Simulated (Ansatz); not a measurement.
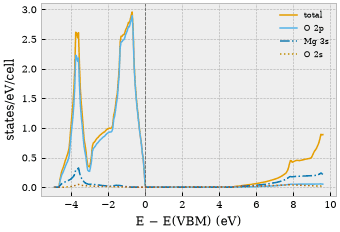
Figure. Total and projected density of states of MgO (rock salt, Fm-3m), plane-wave PAW PBEsol (Ansatz code)

### Question
Which orbitals carry the states next to the gap?

### Answer
Top 1 eV of the valence band: O 2p 98 %. Bottom 1 eV of the conduction band: Mg 3s 54 %, O 2s 35 %, O 2p 9 %. Projections are on Löwdin-orthogonalised atomic valence shells; empty p or d shells of many metals are not among them.

### Question
Where is the tallest occupied peak in this window, and what makes it?

### Answer
Near -0.7 eV, about 3.0 states/eV per cell; the largest projected share is O 2p.

The cell was relaxed with PBEsol under the symmetry of its start; phonons on a q-mesh show no instability. The volume moved by -15 % from the start of the relaxation.

Potentials: the later of the program's two PAW sets.
